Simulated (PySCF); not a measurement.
Consider C4H9ClOSi.

Input

```
{"job": {"kind": "nmr", "xc": "PBE0", "basis": "pcSseg-1"}, "charge": 0, "multiplicity": 1}
C     -2.427915     0.389600     0.181444
C     -1.577978    -0.534801    -0.228284
C     -0.501289    -1.126593     0.613763
Si     1.227283    -0.528694     0.079414
O      1.416049    -1.030153    -1.450715
C      1.297256     1.384576     0.137536
Cl     2.786385     1.930859    -0.686684
H     -3.185548     0.797861    -0.465478
H     -2.407043     0.769899     1.190374
H     -1.619618    -0.901076    -1.245065
H     -0.524193    -2.211588     0.520338
H     -0.668219    -0.880287     1.661609
H      2.290555    -1.049644     0.941933
H      2.079110    -0.642429    -2.019344
H      1.340444     1.788349     1.144644
H      0.467121     1.853065    -0.386896
```

Command:

```sh
OMP_NUM_THREADS=1 python probes_run.py task.json out
```

Geometry: GFN2-xTB.

Method: PBE0/pcSseg-1, SCF density, gas phase, non-relativistic in PySCF.

Q: What will maps of the electron density and electron localisation function show?

A: C–C (1.32 Å): ρ at the midpoint is about 2.3 e/Å³; the ELF peaks at about 0.90 between the atoms (a multiple bond).
C–C (1.49 Å): ρ is about 1.7 e/Å³ halfway; the ELF peaks at about 0.95 between the atoms; a shared electron pair.

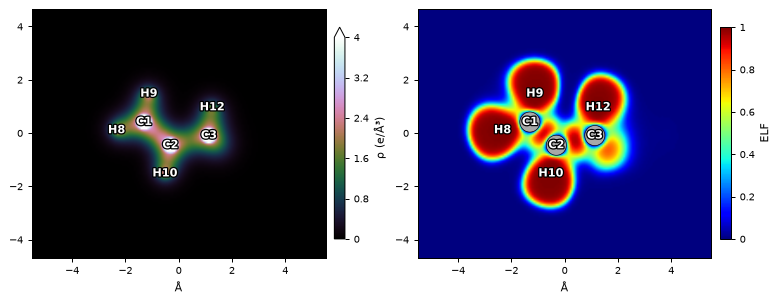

Computed electron density and electron localisation function on the plane of atoms C2, C1 and H9, in this order. Grey discs cover the atomic cores in the ELF map. 
